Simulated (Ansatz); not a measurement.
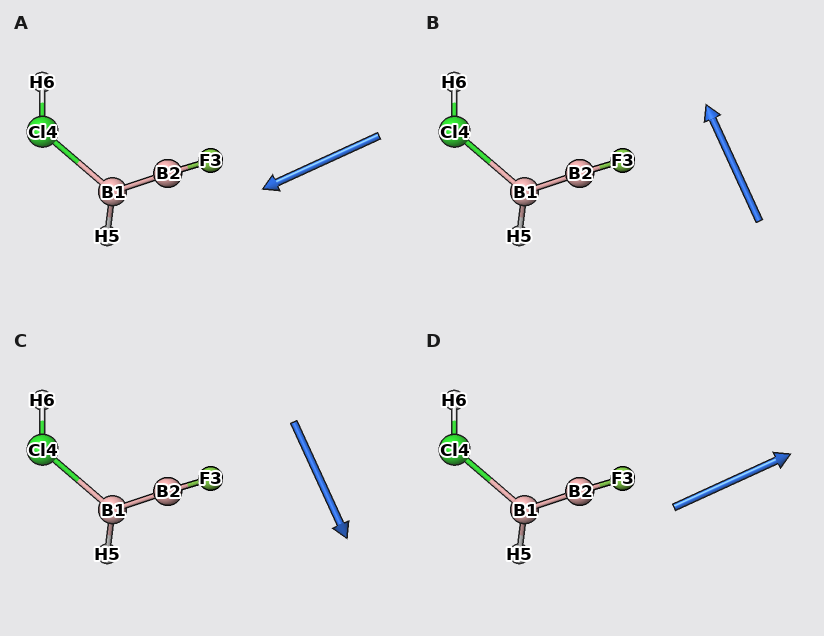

The same molecule four times, each with an arrow. The computed structure is the end point of a PBE-D4/def2-SVP optimisation. No frequency run is at hand to confirm it as a minimum. Level of theory: RKS PBE-D4/def2-SVP (Ansatz 0.2.0).

Question: Which arrow points along the dipole moment, from the negative to the positive end?

Answer: B. The dipole moment is 2.41 D; it points from the side of H5 to the side of H6 (the outermost atoms at the two ends).
